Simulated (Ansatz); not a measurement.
**C2H3Si (SMILES C#C[SiH2]) at UCAM-B3LYP/aug-cc-pVDZ**

What is the vertical electron affinity of C2H3Si at UCAM-B3LYP/aug-cc-pVDZ? 

Program for the calculation: Ansatz 0.2.0.

39 further runs of the same task are left out: 39 set aside as unsound or not needed. Runs told in other sessions of the task aren't counted.

**1. The molecule**

The species is C2H3Si (6 atoms), meant as a doublet with charge 0. SMILES: `C#C[SiH2]`. The shape is that of a PBE0-D4/def2-TZVP optimisation.

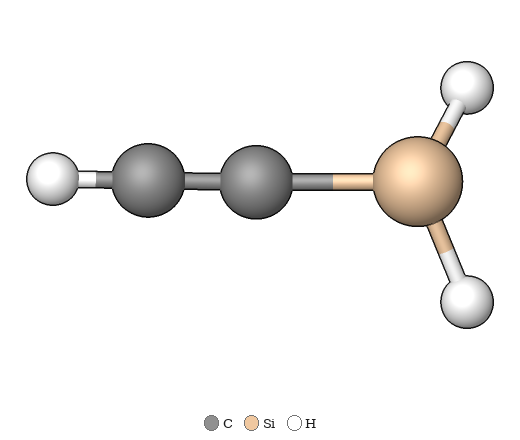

The structure, seen from a chosen angle (carbon grey, silicon light orange, hydrogen white).

**2. The energy at UCAM-B3LYP/aug-cc-pVDZ**

Contents of molecule.yaml:

```yaml
crystal:
  periodic: [false, false, false]
  atoms:
    - {symbol: C, position_ang: [1.019700, -1.302300, 0.535000]}
    - {symbol: C, position_ang: [0.376000, -0.354500, 0.145700]}
    - {symbol: Si, position_ang: [-0.444500, 1.136900, -0.449500]}
    - {symbol: H, position_ang: [1.575400, -2.144400, 0.879400]}
    - {symbol: H, position_ang: [-1.137600, 0.894600, -1.738800]}
    - {symbol: H, position_ang: [-1.346900, 1.705600, 0.581800]}
basis:
  gaussian: {orbitals: aug-cc-pVDZ}
hamiltonian: {xc: {name: CAM-B3LYP}}
accuracy: high
magnetization: {spin_polarized: true, initial_magnetization: 1}
output: {orbitals: {seedname: orbitals}}
```

Command:

```sh
$ ansatz run molecule.yaml --threads 1 --pin off --max-ram 2610MiB --events-out events.jsonl --progress --plain --runs-dir runs
```

What it wrote:

```text
Warning: RAYON_NUM_THREADS=1 ignored (pool sized by the plan → 1); use --threads N
Functional definition: CAM-B3LYP
  name "CAM-B3LYP"
  parameter alpha = 0.19
  parameter beta = 0.46
  parameter omega = 0.33/bohr
  parameter ac = 0.81
  exchange = (1 - alpha - beta)*b88_x + beta*b88_x_sr(omega) + alpha*exact_x + beta*exact_x_lr(omega)
  correlation = (1 - ac)*vwn5_c + ac*lyp_c
1869 factors; integrals over basis functions are off by at most 3.6e-9 eV
543 factors; integrals over basis functions are off by at most 2.0e-9 eV
mean field evaluation 1: about -9990.4002 eV, gradient 3.0e1 eV
mean field evaluation 2: about -9988.5153 eV, gradient 3.4e1 eV
mean field evaluation 4: about -9995.9173 eV, gradient 3.5e0 eV
mean field evaluation 8: about -9996.0403 eV, gradient 1.9e-1 eV
mean field evaluation 16: about -9996.0417 eV, gradient 2.1e-3 eV
mean field -9996.04169329 eV, -367.3477566679 hartree, gradient 4.8e-8 eV, S^2 0.758101; 0 other end points of the search recorded, 0 dependent functions left out
reference -9996.04171576 eV, -367.3477574937 hartree; 15, 14 occupied and 85, 86 virtual orbitals, 1869 factors
Total energy: -9996.04171576 eV, -367.3477574937 hartree
```

It took 5.1 s on 1 thread of AMD EPYC 9R45 (Zen 5), shared host; peak memory 0.47 GiB.

**3. The singlet anion at the same level**

molecule.yaml: that of step 2 with these lines changed.

```diff
@@ -10,6 +10,9 @@
 basis:
-  gaussian: {orbitals: aug-cc-pVDZ}
-hamiltonian: {xc: {name: CAM-B3LYP}}
+  gaussian:
+    orbitals: aug-cc-pVDZ
 accuracy: high
-magnetization: {spin_polarized: true, initial_magnetization: 1}
-output: {orbitals: {seedname: orbitals}}
+total_charge: -1
+output:
+  orbitals: {seedname: orbitals}
+hamiltonian:
+  xc: {name: CAM-B3LYP}
```

Command:

```sh
$ ansatz run molecule.yaml --threads 1 --pin off --max-ram 2610MiB --events-out events.jsonl --progress --plain --runs-dir runs
```

What it wrote:

```text
Warning: RAYON_NUM_THREADS=1 ignored (pool sized by the plan → 1); use --threads N
Functional definition: CAM-B3LYP
  name "CAM-B3LYP"
  parameter alpha = 0.19
  parameter beta = 0.46
  parameter omega = 0.33/bohr
  parameter ac = 0.81
  exchange = (1 - alpha - beta)*b88_x + beta*b88_x_sr(omega) + alpha*exact_x + beta*exact_x_lr(omega)
  correlation = (1 - ac)*vwn5_c + ac*lyp_c
1869 factors; integrals over basis functions are off by at most 3.6e-9 eV
543 factors; integrals over basis functions are off by at most 2.0e-9 eV
mean field evaluation 1: about -9995.9417 eV, gradient 2.0e1 eV
mean field evaluation 2: about -9996.4477 eV, gradient 1.5e1 eV
mean field evaluation 4: about -9997.1260 eV, gradient 8.4e-1 eV
mean field evaluation 8: about -9997.1275 eV, gradient 3.0e-2 eV
mean field evaluation 16: about -9997.1275 eV, gradient 5.7e-5 eV
mean field -9997.12753741 eV, -367.3876607036 hartree, gradient 1.8e-8 eV, S^2 0.000000; 0 other end points of the search recorded, 0 dependent functions left out
reference -9997.12755481 eV, -367.3876613430 hartree; 15, 15 occupied and 85, 85 virtual orbitals, 1869 factors
Total energy: -9997.12755481 eV, -367.3876613430 hartree
```

Run time: 3.3 s. Hardware: 1 thread of AMD EPYC 9R45 (Zen 5), shared host; peak memory 0.34 GiB.

**4. Outcome**

Level: UCAM-B3LYP/aug-cc-pVDZ.

| quantity | value |
| --- | --- |
| doublet C2H3Si: total energy | -367.34776 Eh |
| doublet C2H3Si: HOMO energy (highest over α and β) | -7.35 eV |
| doublet C2H3Si: LUMO energy (lowest over α and β) | -1.85 eV |
| doublet C2H3Si: ⟨S²⟩ | 0.758 |
| singlet anion: total energy | -367.38766 Eh |
| singlet anion: HOMO energy | -0.43 eV |
| singlet anion: LUMO energy | 3.03 eV |
| singlet anion: HOMO–LUMO gap (to an unbound level, set by the basis) | 3.47 eV |
| vertical electron affinity (to the singlet anion) | 1.086 eV |

What this shows: At fixed nuclei the extra electron is bound by 1.09 eV (105 kJ/mol).
